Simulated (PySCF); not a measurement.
**Atomic calculation, with input and output: Zr⁺**

- system: Zr⁺, configuration 1s2 2s2 2p6 3s2 3p6 3d10 4s2 4p6 4d2 5s1, multiplicity 4.
- method: unrestricted PBE0, aug-cc-pVDZ-PP with ECP28, scalar-relativistic core potential (PySCF)

**The input**
```python
from pyscf import gto, scf, dft, mp, cc
import basis_set_exchange as bse
txt = bse.get_basis("aug-cc-pVDZ-PP", elements=["Zr"], fmt="nwchem", header=False)
cut = txt.index("\nECP")
mol = gto.M(atom="Zr 0 0 0", charge=1, spin=3, symmetry="D2h",
            basis=gto.basis.parse(txt[:cut]),
            ecp={"Zr": gto.basis.parse_ecp(txt[cut:])})
mf = dft.UKS(mol, xc="PBE0")
mf.irrep_nelec = {'Ag': (3, 1), 'B1g': (1, 0), 'B1u': (1, 1), 'B2u': (1, 1), 'B3u': (1, 1)}
mf.kernel()
```

The script is an equivalent of what the driver set up; the driver started from orbitals of its own, so the log can be shorter than this script's would be, and it computed the properties (radii, ⟨L²⟩, response) afterwards. It held the occupations shell by shell, which the script's counts by irreducible representation don't always enforce.

The run was one of a batch that the task file lists, launched with:
```bash
OMP_NUM_THREADS=1 python <driver script> TASK.json OUT
```

**The program's output (extracts)**
```
damping factor = 0
level_shift factor = 0
DIIS = <class 'pyscf.scf.diis.CDIIS'>
diis_start_cycle = 1
diis_space = 10
diis_damp = 0
SCF conv_tol = 1e-09
SCF conv_tol_grad = None
number electrons alpha = 7  beta = 4
XC functionals = PBE0
    C. Adamo and V. Barone.,  J. Chem. Phys. 110, 6158 (1999)
    M. Ernzerhof and G. E. Scuseria.,  J. Chem. Phys. 110, 5029 (1999)
cycle= 1 E= -46.5056313401554  delta_E= -0.00227  |g|= 0.00774  |ddm|= 0.329
cycle= 2 E= -46.5056818956878  delta_E= -5.06e-05  |g|= 0.00327  |ddm|= 0.0888
cycle= 3 E= -46.5056878425528  delta_E= -5.95e-06  |g|= 0.000241  |ddm|= 0.0364
cycle= 4 E= -46.5056879571582  delta_E= -1.15e-07  |g|= 2.07e-05  |ddm|= 0.00101
cycle= 5 E= -46.5056879576014  delta_E= -4.43e-10  |g|= 5.85e-07  |ddm|= 0.000272
converged SCF energy = -46.5056879576014  <S^2> = 3.7509783  2S+1 = 4.0004891
```

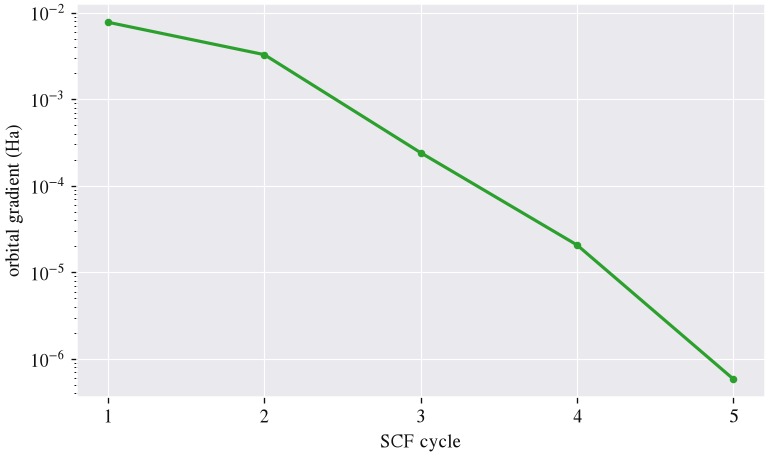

*Convergence: orbital gradient against the SCF cycle.*

The residual falls at every step. It goes from 0.0077 to 5.9×10⁻⁷ in 5 steps.

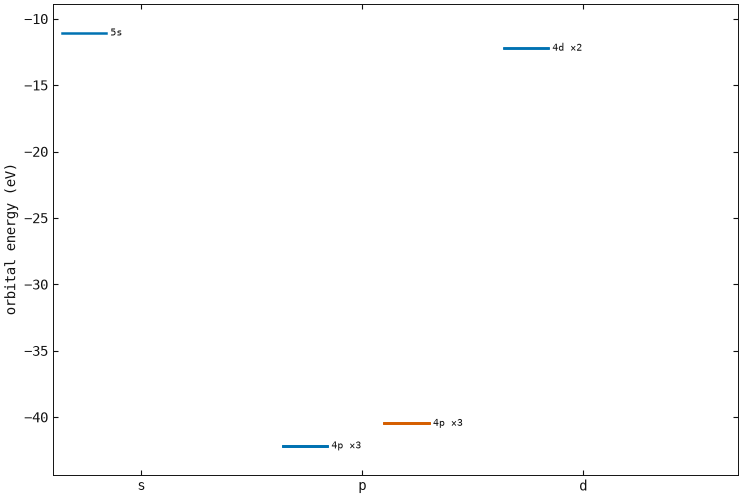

*Orbital energies of the mean field, from the top down to −42.2 eV, by angular momentum, α spin at the left of each column and β at the right; ×n counts the orbitals under one label.*

The highest filled orbital is 5s α at −11.1 eV, the lowest empty one d α at −8.83 eV.

**Results in brief**

| quantity | value |
| --- | --- |
| outcome | converged |
| total energy (valence electrons, under a core potential) | −46.505688 hartree |
| ⟨S²⟩ | 3.751 |
| ⟨L²⟩ | 12.01 |
| SCF iterations | 5 |
| hardware | 1 thread of Arm Neoverse N1, 15 GiB of memory available, shared host |
| wall time | 0.7 s |
